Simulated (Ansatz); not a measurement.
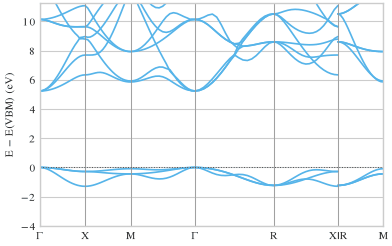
*Band structure from PBEsol in the plane-wave PAW code Ansatz*

Problem. Read off the gap and where the band edges lie.

Solution. About 5.2 eV (5.23 eV by a search for the band edges); maximum at Γ, minimum at Γ.

The material is CsCl (CsCl type, Pm-3m).

The cell was relaxed with PBEsol under the symmetry of its start. Spin–orbit coupling is left out wherever it is not named.

Potentials: the later of the program's two PAW sets.
